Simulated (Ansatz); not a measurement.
## What a change does: single-point calculation on Cs8GeSn7I24

System: Cs8GeSn7I24 (defect cell, 40 atoms in the cell).
Method of run A: DFT, HSE06, PAW, plane waves (Ansatz 0.2.0).

Text and figures count atoms from 1; the logs count them from 0 in places.

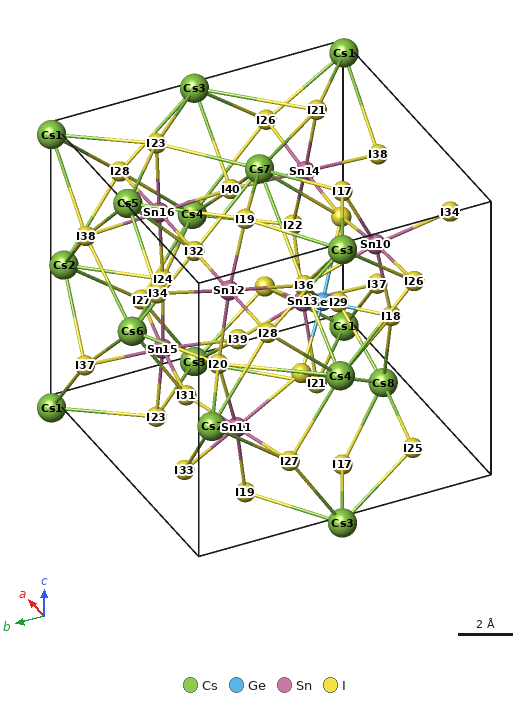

**Figure 1.** The structure (ball-and-stick view of the cell of the calculation, seen at an oblique angle; atoms are numbered from 1 in the order of the input). An atom can appear more than once, as a periodic image.

**Input file, run A**
```yaml
crystal:
  lattice:
    - [12.314462, 0.000000, 0.000000]
    - [0.000000, 12.314462, 0.000000]
    - [0.000000, 0.000000, 12.314462]
  atoms:
    - { symbol: Cs, position: [0.961489, 0.016194, 0.981116] }
    - { symbol: Cs, position: [0.982447, 0.963619, 0.475446] }
    - { symbol: Cs, position: [0.980545, 0.518083, 0.990382] }
    - { symbol: Cs, position: [0.006462, 0.512112, 0.511832] }
    - { symbol: Cs, position: [0.529481, 0.974097, 0.971495] }
    - { symbol: Cs, position: [0.525753, 0.960789, 0.501952] }
    - { symbol: Cs, position: [0.528512, 0.524041, 0.964128] }
    - { symbol: Cs, position: [0.291742, 0.221175, 0.231279] }
    - { symbol: Ge, position: [0.386741, 0.380028, 0.518805] }
    - { symbol: Sn, position: [0.246496, 0.269610, 0.778950] }
    - { symbol: Sn, position: [0.244926, 0.746281, 0.252999] }
    - { symbol: Sn, position: [0.253237, 0.767663, 0.754846] }
    - { symbol: Sn, position: [0.768950, 0.254321, 0.256708] }
    - { symbol: Sn, position: [0.750458, 0.256262, 0.744231] }
    - { symbol: Sn, position: [0.747565, 0.744413, 0.242736] }
    - { symbol: Sn, position: [0.754723, 0.752883, 0.739981] }
    - { symbol: I, position: [0.264184, 0.374596, 0.993940] }
    - { symbol: I, position: [0.220525, 0.229242, 0.519507] }
    - { symbol: I, position: [0.255898, 0.710934, 0.997949] }
    - { symbol: I, position: [0.250301, 0.805964, 0.499313] }
    - { symbol: I, position: [0.707655, 0.237941, 0.988705] }
    - { symbol: I, position: [0.845774, 0.249232, 0.490629] }
    - { symbol: I, position: [0.759719, 0.759766, 0.991199] }
    - { symbol: I, position: [0.754183, 0.740886, 0.491967] }
    - { symbol: I, position: [0.994502, 0.270242, 0.182726] }
    - { symbol: I, position: [0.995092, 0.264891, 0.791073] }
    - { symbol: I, position: [0.997957, 0.689973, 0.258276] }
    - { symbol: I, position: [0.004207, 0.761368, 0.744720] }
    - { symbol: I, position: [0.532285, 0.251776, 0.392919] }
    - { symbol: I, position: [0.493304, 0.262519, 0.731411] }
    - { symbol: I, position: [0.497690, 0.790556, 0.233615] }
    - { symbol: I, position: [0.504406, 0.759042, 0.748022] }
    - { symbol: I, position: [0.161848, 0.966495, 0.211200] }
    - { symbol: I, position: [0.252690, 0.011784, 0.817588] }
    - { symbol: I, position: [0.296152, 0.498815, 0.346592] }
    - { symbol: I, position: [0.254344, 0.511358, 0.696724] }
    - { symbol: I, position: [0.766781, 0.001088, 0.247148] }
    - { symbol: I, position: [0.752745, 0.004794, 0.729757] }
    - { symbol: I, position: [0.720923, 0.500593, 0.220441] }
    - { symbol: I, position: [0.761065, 0.505022, 0.747429] }
  symmetry: { detect: false }
kpoints:
  mp_grid: { grid: [1, 1, 1], shift: [0.25, 0.25, 0.25] }
hamiltonian:
  xc: hse06
scf:
  occupations: { method: fermi_dirac, width: 0.01 }
output:
  forces: true
  eigenvalues: true
  populations: true
  eigenstates: { kpoints: [[0.25, 0.25, 0.25]], e_range: [-6.0, 6.0], localisation: true }
```

Launched with:
```bash
ansatz run in.yaml --threads 4 --pin off --max-ram 42750MiB --runs-dir r --events-out ev --progress --plain --backend cuda --devices 0, --max-vram 37GiB
```

Hardware: 1 × NVIDIA H100 80GB HBM3, 4 threads of AMD EPYC, 45 GiB of memory available, shared host.

**Output, shortened to warnings, some set-up lines, iterations and results (run A)**
```
Basis set: ecut = 420 eV, 36377 PW (Γ), exchange–correlation on 180×180×180 points (8 copies of the dense FFT grid, shifted against one another)
Symmetry: 1 space group operations
k-points: 1
Initial density: superposition of atomic densities (neutral atoms: chi_scale 0, normalization atom), corrected by the library's trained network
[...]
SCF iter   1: F=—  HF=-272177.120662 eV  |F-HF|=—  |Δ(HF+E_count)|=         —  Δρ=1.04e-3  dr2=5.13e-2  ethr=1.77e-3  ⟨swp⟩=16.0  Hψ=1777  notcnv=0
SCF iter   2: F=—  HF=-272177.145333 eV  |F-HF|=—  |Δ(HF+E_count)|=   2.47e-2  Δρ=6.10e-4  dr2=3.27e-2  ethr=8.67e-6  ⟨swp⟩=11.0  Hψ=1381  notcnv=0  defer=14
SCF iter   3: F=—  HF=-272177.140534 eV  |F-HF|=—  |Δ(HF+E_count)|=   4.80e-3  Δρ=3.19e-4  dr2=3.33e-3  ethr=5.52e-6  ⟨swp⟩=12.0  Hψ=1039  notcnv=0  defer=3
SCF iter   4: F=-272177.141936 eV  HF=-272177.141519 eV  |F-HF|=4.17e-4  |Δ(HF+E_count)|=   9.85e-4  Δρ=1.59e-4  dr2=4.77e-4  ethr=5.62e-7  ⟨swp⟩=9.0  Hψ=959  notcnv=0  …
SCF 1 stopped early in 4 iterations: F = -272177.141936 eV  dr2 = 4.77e-4
[... 11 lines ...]
SCF iter   3: F=—  HF=-272359.902499 eV  |F-HF|=—  |Δ(HF+E_count)|=   4.52e-7  Δρ=4.20e-6  dr2=9.70e-7  ethr=2.98e-10  ⟨swp⟩=4.0  Hψ=787  notcnv=0
SCF iter   4: F=—  HF=-272359.902504 eV  |F-HF|=—  |Δ(HF+E_count)|=   5.05e-6  Δρ=3.35e-6  dr2=2.51e-7  ethr=3.48e-11  ⟨swp⟩=8.0  Hψ=1331  notcnv=0  defer=11
SCF iter   5: F=—  HF=-272359.902504 eV  |F-HF|=—  |Δ(HF+E_count)|=   5.42e-8  Δρ=8.59e-7  dr2=4.40e-8  ethr=3.48e-11  ⟨swp⟩=7.0  Hψ=818  notcnv=0  defer=3
SCF iter   6: F=-272359.902504 eV  HF=-272359.902504 eV  |F-HF|=5.53e-9  |Δ(HF+E_count)|=   5.15e-8  Δρ=5.30e-7  dr2=7.45e-9  ethr=6.25e-12  ⟨swp⟩=7.0  Hψ=957  notcnv=0  …
SCF 3 converged in 6 iterations: F = -272359.902504 eV  dr2 = 7.45e-9
  Residual-converged pass: ⟨swp⟩=3.0  Hψ=806  notcnv=0  max |occ|·‖R‖ = 1.8e-6 eV (tolerance 2.0e-6 eV)  dr2=7.76e-9  dr2_onsite=9.49e-10  max |Δocc| = 0.0e0
hybrid outer 2: dexx = +4.796e-6 eV, tail = 1.07e-7 eV, Δε = 4.33e-3 eV (about 1.11e-4 eV left of the loop's levels), ΔF = 5.82e-3 eV/Å (tail 9.28e-4)
NSCF: frozen V_eff on 1 k-points
hybrid SCF converged: 2 outer / 14 inner (+4 warm-up), last move |dexx| = 4.80e-6 eV, tail = 1.07e-7 eV
Stability not checked: this state was not tested for a lower state beside it, because the functional holds exact exchange (a hybrid, or Hartree-Fock), whose exchange loop this test does not read (fock_operator; see scf.lower_state_search)
Free energy (F): -272359.902503 eV
Harris-Foulkes:  -272359.902503 eV  (|F-HF|=5.53e-9)
Internal energy: -272359.902503 eV  (E = F + TS)
E sigma→0 (E₀):  -272359.902503 eV
Fermi energy:    5.229433 eV
--- Per-component energies (eV) ---
  E_band       = -12588.335777
  E_kinetic    = 7065.825672
  E_local      = -72245.110564  (includes V_loc(G=0)·N_el)
  E_nonlocal   = -1769.569663
  E_hartree    = 36664.297249
  E_xc         = -5769.091689
  E_vxc        = -3882.863587  (∫ρ·V_xc dr)
  E_exx        = -1641.165734  (= α·E_x^exact, valence–valence)
  E_paw        = -187065.219592  (= ΣΔE_a)
  E_vpaw       = -11802.883497  (= ΣTr[D̂ρ^β])
  E_aug_tail   = 0.000156  (compensation charges beyond the density's cutoff)
  E_ewald      = -47591.472169
  E_core_change = -8.396171  (= ΣΔE_core)
  E_smearing   = -0.000000  (= −TS)
  E_closure    = 0.000002  (closes the sum)
  Σ components = -272359.902503   (vs F -272359.902503, Δ=0.00e0)
--- Forces (eV/Å), atoms counted from 1 ---
  atom   1  Cs     0.01539442    -0.02398539     0.00016427
  atom   2  Cs     0.02001626     0.03410002     0.03111163
  atom   3  Cs     0.00972380     0.01084894    -0.00529597
  atom   4  Cs    -0.01690937    -0.00661681    -0.00435101
  atom   5  Cs    -0.04006534     0.05060720     0.04257520
  atom   6  Cs    -0.02324855     0.03526102     0.00176839
  atom   7  Cs    -0.01185007    -0.00648303     0.03063903
  atom   8  Cs     0.03350921    -0.04582364    -0.05698068
  atom   9  Ge     0.04478326     0.05285752    -0.08503835
  atom  10  Sn     0.01102664     0.03430912     0.06011708
  atom  11  Sn    -0.01571433     0.04491489    -0.02505078
  atom  12  Sn    -0.00265032    -0.00358042     0.02853314
  atom  13  Sn     0.04376812    -0.00713704    -0.00459703
  atom  14  Sn    -0.01114213    -0.00706538     0.02284742
  atom  15  Sn    -0.00442964    -0.01697254     0.00713429
  atom  16  Sn     0.00549927    -0.00091378    -0.00980532
  atom  17  I      0.02953053    -0.02176037    -0.00309586
[...]
```

The input of run B differs as follows (lines with − go, lines with + come):
```diff
-  xc: hse06
+  xc: r2scan
```

How does run B compare with run A?

The total energies belong to different methods, so their difference says nothing on which is more stable or more accurate. The largest force goes from 0.110 to 0.138 eV/Å. The functional changes from HSE06 to r2SCAN. The SCF takes 9 iterations against 18. The default cutoff goes from 420 to 500 eV with the change. The plane waves at Γ go from 36377 to 47401. On the same kind of shared host run B took about 3 times as long.

**Output, shortened to warnings, some set-up lines, iterations and results (run B)**
```
Basis set: ecut = 500 eV, 47401 PW (Γ), exchange–correlation on 360×360×360 points (64 copies of the dense FFT grid, shifted against one another)
Symmetry: 1 space group operations
k-points: 1
Initial density: superposition of atomic densities (neutral atoms: chi_scale 0, normalization atom), corrected by the library's trained network
[...]
SCF iter   1: F=—  HF=-272773.728914 eV  |F-HF|=—  |Δ(HF+E_count)|=         —  Δρ=2.79e-3  dr2=1.59e-1  dr2_τ=1.87e-2  ethr=1.77e-3  ⟨swp⟩=7.0  Hψ=1466  notcnv=0  defer=31
SCF iter   2: F=—  HF=-272773.873749 eV  |F-HF|=—  |Δ(HF+E_count)|=   1.45e-1  Δρ=1.26e-3  dr2=3.35e-2  dr2_τ=8.61e-4  ethr=2.68e-5  ⟨swp⟩=3.0  Hψ=606  notcnv=0  defer=50
SCF iter   3: F=—  HF=-272773.872502 eV  |F-HF|=—  |Δ(HF+E_count)|=   1.25e-3  Δρ=3.98e-4  dr2=2.50e-3  dr2_τ=1.56e-4  ethr=5.66e-6  ⟨swp⟩=3.0  Hψ=622  notcnv=0  defer=50
SCF iter   4: F=—  HF=-272773.873051 eV  |F-HF|=—  |Δ(HF+E_count)|=   5.49e-4  Δρ=1.24e-4  dr2=2.93e-4  dr2_τ=1.14e-5  ethr=4.23e-7  ⟨swp⟩=3.0  Hψ=495  notcnv=0  defer=50
SCF iter   5: F=—  HF=-272773.873197 eV  |F-HF|=—  |Δ(HF+E_count)|=   1.47e-4  Δρ=4.48e-5  dr2=5.06e-5  dr2_τ=7.47e-7  ethr=4.94e-8  ⟨swp⟩=2.0  Hψ=482  notcnv=0  defer=50
SCF iter   6: F=—  HF=-272773.873486 eV  |F-HF|=—  |Δ(HF+E_count)|=   2.88e-4  Δρ=1.51e-5  dr2=7.66e-6  dr2_τ=1.22e-7  ethr=8.55e-9  ⟨swp⟩=2.0  Hψ=482  notcnv=0  defer=50
SCF iter   7: F=—  HF=-272773.873492 eV  |F-HF|=—  |Δ(HF+E_count)|=   6.54e-6  Δρ=4.83e-6  dr2=9.65e-7  dr2_τ=2.10e-8  ethr=1.29e-9  ⟨swp⟩=2.0  Hψ=482  notcnv=0  defer=50
SCF iter   8: F=—  HF=-272773.873493 eV  |F-HF|=—  |Δ(HF+E_count)|=   1.05e-6  Δρ=1.92e-6  dr2=1.77e-7  dr2_τ=2.41e-9  ethr=1.63e-10  ⟨swp⟩=3.0  Hψ=478  notcnv=0  defer=50
SCF iter   9: F=-272773.873494 eV  HF=-272773.873494 eV  |F-HF|=2.25e-8  |Δ(HF+E_count)|=   1.19e-7  Δρ=6.14e-7  dr2=1.54e-8  dr2_τ=2.19e-10  ethr=1.69e-11  ⟨swp⟩=17.0  …
SCF 1 converged in 9 iterations: F = -272773.873494 eV  dr2 = 1.54e-8
NSCF: frozen V_eff on 1 k-points
SCF converged after 9 iterations
Free energy (F): -272773.873494 eV
Harris-Foulkes:  -272773.873494 eV  (|F-HF|=2.25e-8)
Internal energy: -272773.873494 eV  (E = F + TS)
E sigma→0 (E₀):  -272773.873494 eV
Fermi energy:    5.290642 eV
--- Per-component energies (eV) ---
  E_band       = -11846.871992
  E_kinetic    = 7069.642542
  E_local      = -72250.410680  (includes V_loc(G=0)·N_el)
  E_nonlocal   = -1760.195354
  E_hartree    = 36642.758621
  E_xc         = -6904.177875
  E_vxc        = -5264.307436  (∫ρ·V_xc dr)
  E_paw        = -187986.231647  (= ΣΔE_a)
  E_vpaw       = -13229.022009  (= ΣTr[D̂ρ^β])
  E_aug_tail   = -0.000711  (compensation charges beyond the density's cutoff)
  E_vtau       = 301.892555  (kinetic-family band-sum trace: ∫τ·v_τ [+ j·A + Jᵃ·Aᵃ] dr)
  E_ewald      = -47591.472169
  E_core_change = 6.213779  (= ΣΔE_core)
  E_smearing   = -0.000000  (= −TS)
  E_closure    = -0.000000  (closes the sum)
  Σ components = -272773.873494   (vs F -272773.873494, Δ=0.00e0)
--- Forces (eV/Å), atoms counted from 1 ---
  atom   1  Cs     0.00600730    -0.03837021    -0.00946352
  atom   2  Cs     0.02055798     0.03839204     0.04802922
  atom   3  Cs     0.00151366     0.02261491    -0.02109241
  atom   4  Cs    -0.02140023    -0.00154283     0.00358403
  atom   5  Cs    -0.04484192     0.06190640     0.05076974
  atom   6  Cs    -0.02122294     0.05003965     0.01399104
  atom   7  Cs    -0.00696197     0.00379414     0.02695600
  atom   8  Cs     0.04486410    -0.05761250    -0.06678400
  atom   9  Ge     0.06138719     0.05982584    -0.10795207
  atom  10  Sn     0.00569405     0.02604121     0.06366685
  atom  11  Sn    -0.01326299     0.02134575    -0.01895642
  atom  12  Sn     0.00069670    -0.00655564     0.02832025
  atom  13  Sn     0.02871237    -0.00520511     0.01553651
  atom  14  Sn    -0.02313186    -0.00520713     0.01289229
  atom  15  Sn    -0.00322790    -0.01795190     0.01098530
  atom  16  Sn     0.00004121    -0.00214459    -0.01227812
  atom  17  I      0.01508061    -0.01818539     0.01437187
  atom  18  I     -0.07411191    -0.09603954    -0.04796989
  atom  19  I     -0.01394036     0.00381095    -0.01635879
  atom  20  I      0.01403219     0.02485360    -0.00318066
  atom  21  I     -0.03267167     0.02168723    -0.00807195
  atom  22  I      0.02673675     0.00747413    -0.04632326
  atom  23  I      0.02322657    -0.00035909     0.00905201
  atom  24  I     -0.03084743    -0.05629688    -0.00065894
  atom  25  I      0.03896878     0.02891604     0.03163228
  atom  26  I      0.01031591    -0.00052098     0.00807746
  atom  27  I      0.01185417    -0.02226608    -0.01807343
[...]
```

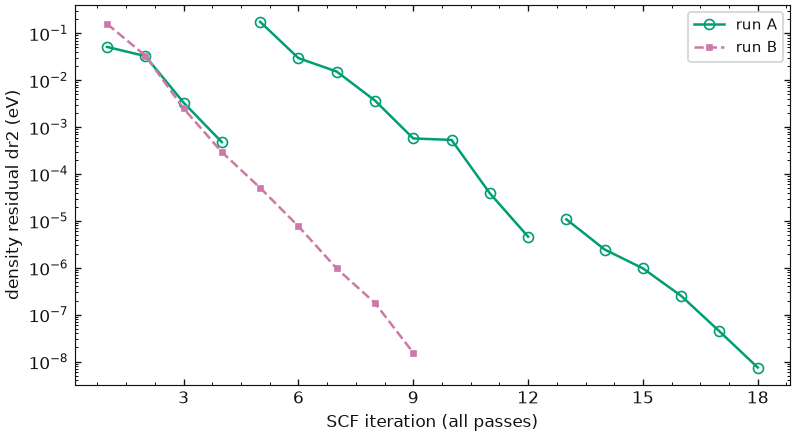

**Figure 2.** Convergence of the two runs: density residual dr2 against the SCF iteration. A break in a curve parts two SCF passes. Run A takes 18 iterations in all, and run B takes 9.

**The two runs side by side**

| quantity | run A | run B |
| --- | --- | --- |
| outcome | converged | converged |
| free energy per atom (eV) | −6808.9976 | −6819.3468 |
| largest force (eV/Å) | 0.110 | 0.138 |
| SCF iterations | 18 | 9 |
| irreducible k-points | 1 | 1 |
| plane waves at Γ | 36377 | 47401 |
| wall time (shared host) | 47 s | 2.4 min |

For both runs: The k-point mesh is coarse for a cell of this size, so the results may not be converged.
